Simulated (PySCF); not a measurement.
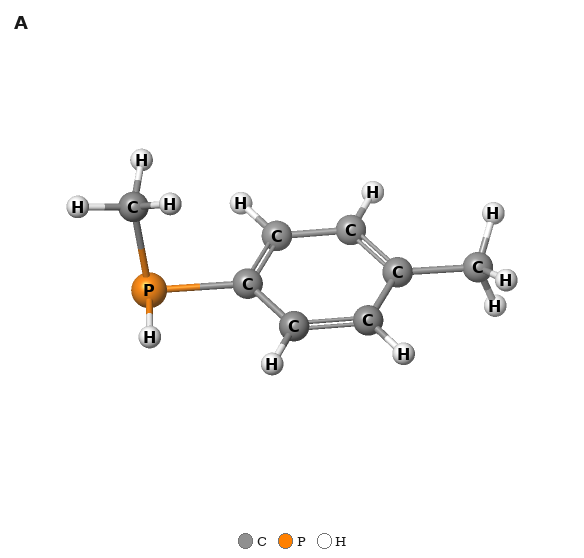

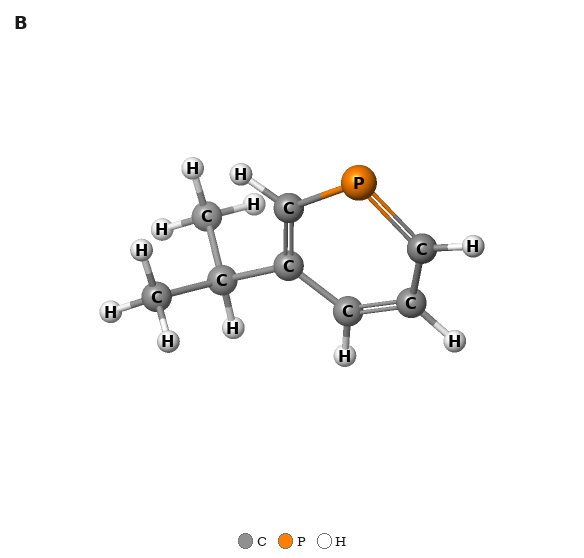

2 stationary structures of one formula. Geometries: GFN2-xTB. Electronic energies: PBE0/pcSseg-1 (PySCF 2.14.0), without zero-point energy. No frequency run is at hand to confirm each as a minimum. Each is one conformer, not always the lowest.

**Rank them by energy, lowest first.**

A is lowest; B lies 0.164 eV above it. A is `CPc1ccc(C)cc1`, B is `CC(C)c1cccpc1`.

The geometry is semi-empirical. Around P such bond lengths and angles can be off by a tenth of an ångström or more and by several degrees, and values that hang on the shape move with them.
